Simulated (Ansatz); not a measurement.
## Cs2AgBiF6 (Fm-3m): converging the G0W0 gap

How do accuracy and time trade against each other in G0W0 on Cs2AgBiF6 (Fm-3m)?

Method: G0W0 on PBE, plane waves, PAW; PAW set soft_1, in Ansatz 0.2.0.

In doubt: one-shot GW on d or f shells is unsure, so the values of those runs are not to be relied on.

**1. Set-up**

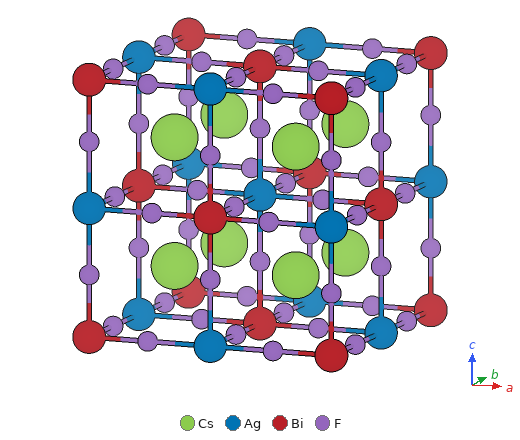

The cell as given, slightly off an axis (caesium green, silver blue, bismuth red, fluorine purple). This picture shows the conventional cell, with its axes. Some periodic images of atoms are drawn too.

The cell and positions are those that the Materials Project relaxed with its own functionals (PBE, PBE+U or r2SCAN), kept fixed. Spin-orbit coupling is left out unless a step names it.

**2. 168 empty bands, screening to 51 eV**

G0W0 replaces the xc potential by the self-energy, built once from these orbitals. Only a window of levels is corrected, while the sums run over the empty bands that the input names. This step takes PAW set soft_1 files.

File input.yaml:

```yaml
crystal:
  lattice:
    - [0.0, 4.6740694725, 4.6740694725]
    - [4.6740694725, 0.0, 4.6740694725]
    - [4.6740694725, 4.6740694725, 0.0]
  atoms:
    - { symbol: Cs, position: [0.75, 0.75, 0.75] }
    - { symbol: Cs, position: [0.25, 0.25, 0.25] }
    - { symbol: Ag, position: [0.5, 0.5, 0.5] }
    - { symbol: Bi, position: [0.0, 0.0, 0.0] }
    - { symbol: F, position: [0.75872864, 0.24127136, 0.24127136] }
    - { symbol: F, position: [0.24127136, 0.24127136, 0.75872864] }
    - { symbol: F, position: [0.24127136, 0.75872864, 0.75872864] }
    - { symbol: F, position: [0.24127136, 0.75872864, 0.24127136] }
    - { symbol: F, position: [0.75872864, 0.24127136, 0.75872864] }
    - { symbol: F, position: [0.75872864, 0.75872864, 0.24127136] }
kpoints:
  mp_grid: { grid: [4, 4, 4] }
hamiltonian:
  xc: pbe
  pseudopotentials: { kind: paw, azcp: { folder: soft_1 } }
scf:
  occupations: { method: fixed }
gw:
  n_empty_bands: 168
  ecut_chi: 51
  qp_bands: [v3, c3]
  qp_kpoints: band_edges
  screening: { model: contour_deformation }
```

On the command line:

```
> ansatz run input.yaml --threads 2 --pin off --max-ram 92160MiB --backend cuda --events-out ev --progress --plain --runs-dir out --devices 1 --max-vram 13GiB
```

Numbers of over 12 decimals in the logs are rounded to 6 here.

Log:

```text
GPUs: using 1 of 1 available (devices: 1).
Engine: ansatz 0.2.0, x86_64-unknown-linux-gnu
Pseudopotentials: kind: paw
Pseudopotential: Cs, paw, valence charge 9, recommended cutoff 420 eV (normal), soft_1/Cs.paw.azcp
Pseudopotential: Ag, paw, valence charge 19, recommended cutoff 420 eV (normal), soft_1/Ag.paw.azcp
Pseudopotential: Bi, paw, valence charge 15, recommended cutoff 420 eV (normal), soft_1/Bi.paw.azcp
Pseudopotential: F, paw, valence charge 7, recommended cutoff 420 eV (normal), soft_1/F.paw.azcp
Functional definition: PBE
  parameter kappa = 0.804
  parameter beta = 0.066725
  exchange = pbe_x(kappa = kappa, mu = beta*pi^2/3)
  correlation = pbe_c(beta = beta)
device memory: the entry about to start is reckoned to put 2.8 GiB on a device that reports 36.8 GiB free (of which the cap on the GPU budget leaves the run 13.0 GiB)
GPU FFT provider: cuFFT
GPU libraries: cuBLAS 13.8.2, cuFFT 12.4.0, cuSOLVER 12.3.4
Crystal: 10 atoms, lattice volume = 204.228 Å³
Basis set: ecut = 420 eV, 4015 PW (Γ)
Bands: 57, of which v1, the nominal top of the filled ones, is band 47 counted from 1 (46 counted from 0)
Symmetry: 48 space group operations
Space group: Fm-3m (ITA 225), of the structure as read, at distance tolerance 5.9e-5 Å
k-points: 8 of 64
Non-local potential: Cs, projectors of the file, l = 0: 3, l = 1: 2, l = 2: 2, l = 3: 2
Non-local potential: Ag, projectors of the file, l = 0: 3, l = 1: 2, l = 2: 2, l = 3: 1
Non-local potential: Bi, projectors of the file, l = 0: 2, l = 1: 2, l = 2: 2, l = 3: 1
Non-local potential: F, projectors of the file, l = 0: 2, l = 1: 2, l = 2: 1
PAW form: soft (Blöchl's): semilocal exchange-correlation on the pseudo side does not see the compensation charge
PAW one-centre angular grid: Cs, 194 points (default); XC on 64 Gauss nodes
PAW one-centre angular grid: Ag, 590 points (default); XC on 64 Gauss nodes
PAW one-centre angular grid: Bi, 590 points (default); XC on 64 Gauss nodes
PAW one-centre angular grid: F, 110 points (default); XC on 64 Gauss nodes
Initial density: superposition of atomic densities (chi_scale 0.1, normalization cell, long waves kept (reshape's long-wave potential 0.01 eV rms))
Initial wavefunctions: pseudopotential atomic-orbital guess
GPU buffer pool allocated for 91125 grid points (all kernels)
GPU transforms: local potential and band sums: pruned to the plane-wave sphere, on 45×45×45
Functional: x = pbe(κ = 0.804, μ = 0.219515), c = pbe(β = 0.066725)
SCF iter   1: F=—  HF=-36200.992299 eV  |F-HF|=—  |Δ(HF+E_count)|=         —  Δρ=1.60e-1  dr2=4.74e1  ethr=3.10e-3  ⟨swp⟩=5.2  Hψ=1501  notcnv=0  defer=50
preconditioner: auto → Resta (q_TF=auto, 2.397 Å⁻¹)  ε∞=4.2  [insulator: Δε(μ)=1.100 eV  Ē_g=12.245 eV  n_scr=58 (ndim 8)  ℏωp=22.0 eV  f_vac=0.019  ε∞_Penn≈4.2]
SCF iter   2: F=—  HF=-36189.502943 eV  |F-HF|=—  |Δ(HF+E_count)|=    1.15e1  Δρ=6.26e-2  dr2=5.29e0  ethr=3.10e-3  ⟨swp⟩=4.0  Hψ=1164  notcnv=0  defer=56
SCF iter   3: F=—  HF=-36188.398750 eV  |F-HF|=—  |Δ(HF+E_count)|=    1.10e0  Δρ=1.77e-2  dr2=1.12e0  ethr=3.10e-3  ⟨swp⟩=2.0  Hψ=874  notcnv=0  defer=46
SCF iter   4: F=—  HF=-36188.101468 eV  |F-HF|=—  |Δ(HF+E_count)|=   2.97e-1  Δρ=4.82e-3  dr2=1.03e-1  ethr=1.19e-3  ⟨swp⟩=2.6  Hψ=794  notcnv=0  defer=60
SCF iter   5: F=—  HF=-36188.081514 eV  |F-HF|=—  |Δ(HF+E_count)|=   2.00e-2  Δρ=2.12e-3  dr2=1.13e-2  ethr=1.09e-4  ⟨swp⟩=3.1  Hψ=752  notcnv=0  defer=59
SCF iter   6: F=—  HF=-36188.083734 eV  |F-HF|=—  |Δ(HF+E_count)|=   2.22e-3  Δρ=1.02e-3  dr2=1.56e-3  ethr=1.21e-5  ⟨swp⟩=3.0  Hψ=904  notcnv=0  defer=59
SCF iter   7: F=—  HF=-36188.083546 eV  |F-HF|=—  |Δ(HF+E_count)|=   1.88e-4  Δρ=1.41e-4  dr2=3.82e-5  ethr=1.66e-6  ⟨swp⟩=2.0  Hψ=806  notcnv=0  defer=59
SCF iter   8: F=—  HF=-36188.083563 eV  |F-HF|=—  |Δ(HF+E_count)|=   1.66e-5  Δρ=3.40e-5  dr2=3.07e-6  ethr=4.07e-8  ⟨swp⟩=2.0  Hψ=811  notcnv=0  defer=52
SCF iter   9: F=—  HF=-36188.083563 eV  |F-HF|=—  |Δ(HF+E_count)|=   4.47e-7  Δρ=7.60e-6  dr2=1.50e-7  ethr=3.27e-9  ⟨swp⟩=2.0  Hψ=785  notcnv=0  defer=52
SCF iter  10: F=-36188.083563 eV  HF=-36188.083563 eV  |F-HF|=1.45e-8  |Δ(HF+E_count)|=   1.33e-7  Δρ=1.97e-6  dr2=1.11e-8  ethr=1.06e-10  ⟨swp⟩=11.2  Hψ=1829  notcnv=0
SCF 1 converged in 10 iterations: F = -36188.083563 eV  dr2 = 1.11e-8
  greatest PAW one-centre occupation: 1.001 electrons in one spin orbital (limit 2), on the Ag atom at site 2 (counted from 0), in its partial waves of l = 0
device memory: the entry about to start is reckoned to put 3.4 GiB on a device that reports 36.8 GiB free (of which the cap on the GPU budget leaves the run 13.0 GiB)
NSCF: frozen V_eff on 8 k-points
the band table was solved once the SCF had ended and its energy, with any forces and stress, was formed, with the checks that follow a solve (1706 applications of the Hamiltonian). They found nothing against the state; the energy, forces and stress were not computed again (output.eigenvalues in the input reference)
device memory: the entry about to start is reckoned to put 2.9 GiB on a device that reports 36.8 GiB free (of which the cap on the GPU budget leaves the run 13.0 GiB)
NSCF: frozen V_eff on 8 k-points
G₀W₀ screening: q 1/8
[... further progress lines ...]
device memory: the entry about to start is reckoned to put 1.2 GiB on a device that reports 48.5 GiB free (of which the cap on the GPU budget leaves the run 13.0 GiB)
NSCF: frozen V_eff on 1 k-points
SCF converged after 10 iterations
Free energy (F): -36188.083563 eV
Harris-Foulkes:  -36188.083563 eV  (|F-HF|=1.45e-8)
Internal energy: -36188.083563 eV  (E = F + TS)
E sigma→0 (E₀):  -36188.083563 eV
Fermi energy:    6.038955 eV
--- Per-component energies (eV) ---
  E_band       = -769.743383
  E_kinetic    = 2195.268061
  E_local      = -9608.450165  (includes V_loc(G=0)·N_el)
  E_nonlocal   = 1013.032031
  E_hartree    = 4038.256840
  E_xc         = -1135.227785
  E_vxc        = -1203.671829  (∫ρ·V_xc dr)
  E_paw        = -25966.932448  (= ΣΔE_a)
  E_vpaw       = -1242.443548  (= ΣTr[D̂ρ^β])
  E_aug_tail   = 0.004665  (compensation charges beyond the density's cutoff)
  E_ewald      = -6724.034761
  E_smearing   = -0.000000  (= −TS)
  E_closure    = 0.000000  (closes the sum)
  Σ components = -36188.083563   (vs F -36188.083563, Δ=0.00e0)
--- Band table (eV; the first three rows and the last of 8) ---
  k-point 0: bands = [... 43 lower, 4.5939, 4.5939, 5.4466, 5.4466, 9.4980, 9.4980, 9.4980, 9.8362, ... 6 higher]
  k-point 1: bands = [... 43 lower, 4.6071, 4.6071, 5.2929, 5.2929, 8.9659, 9.9148, 9.9148, 10.9494, ... 6 higher]
  k-point 2: bands = [... 43 lower, 4.6158, 4.6158, 5.1512, 5.1512, 8.7370, 10.4005, 10.4005, 11.7940, ... 6 higher]
  k-point 7: bands = [... 43 lower, 4.6228, 4.6600, 5.2412, 5.9386, 9.7010, 10.1401, 10.1401, 10.9003, ... 6 higher]
--- G₀W₀: contour deformation, 6 samples at zero and on the imaginary axis and 2 off it, 64 q-points, 168 empty bands' worth ---
  eigenvalues of the whole cell's RPA ε∞ on this k-mesh (on a slab, of 1 + 4πα/V) = 2.8269, 2.8269, 2.8269; static W/v taken at q = 0 is 0.353740
  bands read: the sum over 215 bands ends inside a degenerate multiplet in 1 slot, whose members it reads at an even weight; the widest, k=0: bands 215 to 217 (counted from 1) at 1/3 each
  gw.qp_kpoints: band_edges: 8 of 8 stored k-points solved, in 1 pass; an edge of the gap read off the rows below is read off those points alone
    ik  band        ε_KS         Σx   Σc(E_QP)       V_xc       Z   E_QP_lin       E_QP  E_QP is
     0    45      4.5939   -34.7946     5.4989   -27.9790  0.7437     3.2197     3.2772  root
     0    46      5.4466   -35.8570     5.4281   -29.2377  0.7526     4.2153     4.2555  root
     0    47      5.4466   -35.8570     5.4281   -29.2377  0.7526     4.2153     4.2555  root
     0    48      9.4980    -9.0908    -2.9843   -13.2841  0.8340    10.7274    10.7070  root
     0    49      9.4980    -9.0908    -2.9843   -13.2841  0.8340    10.7274    10.7070  root
     0    50      9.4980    -9.0908    -2.9843   -13.2841  0.8340    10.7274    10.7070  root
     1    45      4.6071   -34.8329     5.5053   -28.0123  0.7439     3.2349     3.2918  root
     1    46      5.2929   -35.3976     5.3925   -28.8040  0.7496     4.0479     4.0918  root
     1    47      5.2929   -35.3976     5.3925   -28.8040  0.7496     4.0479     4.0918  root
     1    48      8.9659    -9.6490    -3.0919   -13.9059  0.8312    10.1490    10.1310  root
     1    49      9.9148   -10.4974    -2.8905   -14.6794  0.8257    11.2333    11.2063  root
     1    50      9.9148   -10.4974    -2.8905   -14.6794  0.8257    11.2333    11.2063  root
     2    45      4.6158   -34.8434     5.5064   -28.0235  0.7440     3.2457     3.3023  root
     2    46      5.1512   -35.1502     5.4036   -28.5337  0.7459     3.8898     3.9382  root
     2    47      5.1512   -35.1502     5.4036   -28.5337  0.7459     3.8898     3.9382  root
     2    48      8.7370    -9.1156    -3.2633   -13.5544  0.8328     9.9305     9.9124  root
     2    49     10.4005   -12.2577    -2.8332   -16.5063  0.8139    11.8583    11.8159  root
     2    50     10.4005   -12.2577    -2.8332   -16.5063  0.8139    11.8583    11.8159  root
     3    45      4.6226   -34.8819     5.5135   -28.0543  0.7443     3.2522     3.3085  root
     3    46      5.3988   -33.9891     4.9618   -27.9075  0.7576     4.2451     4.2790  root
     3    47      5.4482   -35.8779     5.4335   -29.2523  0.7525     4.2160     4.2562  root
     3    48      9.1938   -10.6257    -2.9373   -14.7326  0.8265    10.3823    10.3634  root
     3    49      9.9201   -10.3401    -2.9753   -14.6291  0.8254    11.2628    11.2339  root
     3    50      9.9201   -10.3401    -2.9753   -14.6291  0.8254    11.2628    11.2339  root
[...]
6    49     10.1546    -9.4522    -3.6438   -14.3834  0.8104    11.4779    11.4420  root
     6    50     10.3504   -11.7804    -2.9989   -16.2184  0.8141    11.8344    11.7895  root
     7    45      4.6600   -35.0228     5.5360   -28.1735  0.7449     3.2914     3.3467  root
     7    46      5.2412   -35.2783     5.3876   -28.6860  0.7483     3.9910     4.0365  root
     7    47      5.9386   -34.2551     4.7330   -28.5233  0.7694     4.9190     4.9398  root
     7    48      9.7010   -10.0802    -3.4281   -14.8124  0.8178    11.0360    11.0051  root
     7    49     10.1401   -11.4103    -2.9003   -15.6569  0.8196    11.5197    11.4865  root
     7    50     10.1401   -11.4103    -2.9003   -15.6569  0.8196    11.5197    11.4865  root
```

The job ended after 17 s (1 × NVIDIA H100 80GB HBM3 (shared by 6 runs) with 2 threads of AMD EPYC 7R13 (Zen 3), shared host; peak memory 1.3 GiB; 21 s of CPU time).

This step gave:

* bands summed: 215
* RPA ε∞ on this mesh (eigenvalues): 2.827, 2.827, 2.827
* plane waves in the screening matrix: 169
* q-points in the mesh: 64
* G0W0 gap on the mesh: 4.844 eV
* k of the valence top: 0, -0.5, -0.5
* k of the conduction bottom: 0, 0, -0.5
* starting gap on the mesh: 2.698 eV
* Z at the valence top: 0.7716
* Z at the conduction bottom: 0.8328
* least direct G0W0 gap on the computed points: 5.782 eV

The gap on the mesh goes from 2.70 eV to 4.84 eV, a correction of +2.15 eV. Between the two edge states, bare exchange in place of the xc potential would open the gap by 10.05 eV, and correlation takes back 7.91 eV.

**3. 477 empty bands, screening to 102 eV**

Bands and screening cutoff are moved together, since each hides the error of the other.

Changes to input.yaml since step 2:

```diff
@@ -24,4 +24,4 @@
 gw:
-  n_empty_bands: 168
-  ecut_chi: 51
+  n_empty_bands: 477
+  ecut_chi: 102
   qp_bands: [v3, c3]
```

Log:

```text
GPUs: using 1 of 1 available (devices: 1).
[...]
GPU FFT provider: cuFFT
GPU libraries: cuBLAS 13.8.2, cuFFT 12.4.0, cuSOLVER 12.3.4
Crystal: 10 atoms, lattice volume = 204.228 Å³
Basis set: ecut = 420 eV, 4015 PW (Γ)
Bands: 57, of which v1, the nominal top of the filled ones, is band 47 counted from 1 (46 counted from 0)
Symmetry: 48 space group operations
[...]
k-points: 8 of 64
[...]
GPU buffer pool allocated for 91125 grid points (all kernels)
[...]
SCF iter   1: F=—  HF=-36200.992299 eV  |F-HF|=—  |Δ(HF+E_count)|=         —  Δρ=1.60e-1  dr2=4.74e1  ethr=3.10e-3  ⟨swp⟩=5.2  Hψ=1501  notcnv=0  defer=50
[...]
SCF iter  10: F=-36188.083563 eV  HF=-36188.083563 eV  |F-HF|=1.45e-8  |Δ(HF+E_count)|=   1.33e-7  Δρ=1.97e-6  dr2=1.11e-8  ethr=1.06e-10  ⟨swp⟩=11.2  Hψ=1829  notcnv=0
SCF 1 converged in 10 iterations: F = -36188.083563 eV  dr2 = 1.11e-8
[...]
NSCF: frozen V_eff on 8 k-points
[...]
G₀W₀ screening: q 1/8
[... further progress lines ...]
[...]
SCF converged after 10 iterations
Free energy (F): -36188.083563 eV
[...]
Internal energy: -36188.083563 eV  (E = F + TS)
E sigma→0 (E₀):  -36188.083563 eV
Fermi energy:    6.038955 eV
[...]
--- Band table (eV; the first three rows and the last of 8) ---
  k-point 0: bands = [... 43 lower, 4.5939, 4.5939, 5.4466, 5.4466, 9.4980, 9.4980, 9.4980, 9.8362, ... 6 higher]
  k-point 1: bands = [... 43 lower, 4.6071, 4.6071, 5.2929, 5.2929, 8.9659, 9.9148, 9.9148, 10.9494, ... 6 higher]
  k-point 2: bands = [... 43 lower, 4.6158, 4.6158, 5.1512, 5.1512, 8.7370, 10.4005, 10.4005, 11.7940, ... 6 higher]
  k-point 7: bands = [... 43 lower, 4.6228, 4.6600, 5.2412, 5.9386, 9.7010, 10.1401, 10.1401, 10.9003, ... 6 higher]
[...]
0    45      4.5939   -34.7946     5.3227   -27.9790  0.7386     3.0239     3.1010  root
     0    46      5.4466   -35.8570     5.2879   -29.2377  0.7459     4.0637     4.1153  root
     0    47      5.4466   -35.8570     5.2879   -29.2377  0.7459     4.0637     4.1153  root
     0    48      9.4980    -9.0908    -3.2244   -13.2841  0.8305    10.4792    10.4669  root
     0    49      9.4980    -9.0908    -3.2244   -13.2841  0.8305    10.4792    10.4669  root
     0    50      9.4980    -9.0908    -3.2244   -13.2841  0.8305    10.4792    10.4669  root
     1    45      4.6071   -34.8329     5.3313   -28.0123  0.7387     3.0417     3.1178  root
     1    46      5.2929   -35.3976     5.2404   -28.8040  0.7434     3.8819     3.9397  root
[...]
7    47      5.9386   -34.2551     4.6173   -28.5233  0.7612     4.7978     4.8241  root
     7    48      9.7010   -10.0802    -3.6929   -14.8124  0.8138    10.7583    10.7403  root
     7    49     10.1401   -11.4103    -3.1154   -15.6569  0.8146    11.2930    11.2713  root
     7    50     10.1401   -11.4103    -3.1154   -15.6569  0.8146    11.2930    11.2713  root
```

It took 23 s on 1 × NVIDIA H100 80GB HBM3 (shared by 6 runs) with 2 threads; peak memory 1.9 GiB.

Numbers from this step:

| Quantity | Value |
| --- | --- |
| bands summed | 524 |
| RPA ε∞ on this mesh (eigenvalues) | 2.828, 2.828, 2.828 |
| plane waves in the screening matrix | 531 |
| q-points in the mesh | 64 |
| G0W0 gap on the mesh | 4.700 eV |
| k of the valence top | 0, -0.5, -0.5 |
| k of the conduction bottom | 0, 0, -0.5 |
| starting gap on the mesh | 2.698 eV |
| Z at the valence top | 0.7632 |
| Z at the conduction bottom | 0.8297 |
| least direct G0W0 gap on the computed points | 5.663 eV |

Against the run with 4×4×4 mesh, 168 empty bands, screening to 51 eV, PAW set soft_1 files, the gap moves by −0.14 eV.

**4. 1027 empty bands, screening to 170 eV**

Changes to input.yaml since step 3:

```diff
@@ -24,4 +24,4 @@
 gw:
-  n_empty_bands: 477
-  ecut_chi: 102
+  n_empty_bands: 1027
+  ecut_chi: 170.0
   qp_bands: [v3, c3]
```

Log:

```text
GPUs: using 1 of 1 available (devices: 1).
[...]
GPU FFT provider: cuFFT
GPU libraries: cuBLAS 13.8.2, cuFFT 12.4.0, cuSOLVER 12.3.4
Crystal: 10 atoms, lattice volume = 204.228 Å³
Basis set: ecut = 420 eV, 4015 PW (Γ)
Bands: 57, of which v1, the nominal top of the filled ones, is band 47 counted from 1 (46 counted from 0)
Symmetry: 48 space group operations
[...]
k-points: 8 of 64
[...]
1    46      5.2929   -35.3976     5.1215   -28.8040  0.7418     3.7512     3.8208  root
[...]
7    47      5.9386   -34.2551     4.4455   -28.5233  0.7583     4.6167     4.6523  root
     7    48      9.7010   -10.0802    -3.8052   -14.8124  0.8128    10.6416    10.6280  root
     7    49     10.1401   -11.4103    -3.2335   -15.6569  0.8134    11.1697    11.1532  root
     7    50     10.1401   -11.4103    -3.2335   -15.6569  0.8134    11.1697    11.1532  root
[key lines of the parts left out:]
SCF converged after 10 iterations
Free energy (F): -36188.083563 eV
Fermi energy:    6.038955 eV
```

It took 77 s on 1 × NVIDIA H100 80GB HBM3 (shared by 6 runs) with 2 threads; peak memory 3.5 GiB.

Numbers from this step:

| Quantity | Value |
| --- | --- |
| bands summed | 1074 |
| RPA ε∞ on this mesh (eigenvalues) | 2.814, 2.814, 2.814 |
| plane waves in the screening matrix | 965 |
| G0W0 gap on the mesh | 4.783 eV |
| k of the valence top | 0, -0.5, -0.5 |
| k of the conduction bottom | 0, 0, -0.5 |
| starting gap on the mesh | 2.698 eV |
| least direct G0W0 gap on the computed points | 5.721 eV |

Against the run with 4×4×4 mesh, 477 empty bands, screening to 102 eV, PAW set soft_1 files, the gap moves by +0.08 eV.

**5. Changing the k mesh: 2×2×2 mesh, 477 empty bands, screening to 102 eV, PAW set soft_1 files**

Only the mesh changes. It samples the long-range screening, which converges on its own terms. Bands and cutoff differ from the step before, so it is read against an earlier run that matches them.

Changes to input.yaml since step 4:

```diff
@@ -17,3 +17,3 @@
 kpoints:
-  mp_grid: { grid: [4, 4, 4] }
+  mp_grid: { grid: [2, 2, 2] }
 hamiltonian:
@@ -24,4 +24,4 @@
 gw:
-  n_empty_bands: 1027
-  ecut_chi: 170.0
+  n_empty_bands: 477
+  ecut_chi: 102
   qp_bands: [v3, c3]
```

Log:

```text
GPUs: using 1 of 1 available (devices: 1).
[...]
GPU FFT provider: cuFFT
GPU libraries: cuBLAS 13.8.2, cuFFT 12.4.0, cuSOLVER 12.3.4
Crystal: 10 atoms, lattice volume = 204.228 Å³
Basis set: ecut = 420 eV, 4015 PW (Γ)
Bands: 57, of which v1, the nominal top of the filled ones, is band 47 counted from 1 (46 counted from 0)
Symmetry: 48 space group operations
[...]
k-points: 3 of 8
[...]
1    46      5.1625   -35.1831     5.2267   -28.5298  0.7462     3.6717     3.7360  root
[...]
2    47      6.0503   -34.2243     4.5967   -28.4960  0.7647     4.8935     4.9187  root
     2    48      9.8981   -10.8781    -3.0591   -15.0062  0.8186    10.9838    10.9671  root
     2    49     10.1601    -9.4291    -3.8894   -14.3822  0.8067    11.2467    11.2239  root
     2    50     10.3532   -11.7310    -3.2975   -16.2207  0.8091    11.5708    11.5453  root
[key lines of the parts left out:]
SCF converged after 10 iterations
Free energy (F): -36188.046889 eV
Fermi energy:    6.050298 eV
```

Run time: 11 s. Hardware: 1 × NVIDIA H100 80GB HBM3 (shared by 6 runs) with 2 threads; peak memory 1.4 GiB; 9.2 s of CPU time.

This step gave:

| Item | Value |
| --- | --- |
| bands summed | 524 |
| RPA ε∞ on this mesh (eigenvalues) | 2.903, 2.903, 2.903 |
| plane waves in the screening matrix | 531 |
| G0W0 gap on the mesh | 4.754 eV |
| k of the valence top | 0, -0.5, -0.5 |
| k of the conduction bottom | 0, 0, -0.5 |
| starting gap on the mesh | 2.690 eV |
| least direct G0W0 gap on the computed points | 5.936 eV |

Against the run with 4×4×4 mesh, 477 empty bands, screening to 102 eV, PAW set soft_1 files, the gap moves by +0.05 eV.

[end of part 1 of 2]

[Paths, hosts, dates, memory and timing lines, banners, echoed tables and standing remarks are left out of the program output.]

[Logs are printed without paths, hosts, clocks, repeated set-up lines and the standing remarks that a program may print on its own settings, such as how far it seeks lower states.]

[Runs of the session that timed out or met a known fault of the program may be left out.]

[Cells called generated may have been cut or substituted from an entry of the Crystallography Open Database or the Materials Project.]

[Hosts, paths, dates, database ids (printed as entryN), source tags and the programs' standing remarks are cut or masked in the printed files.]
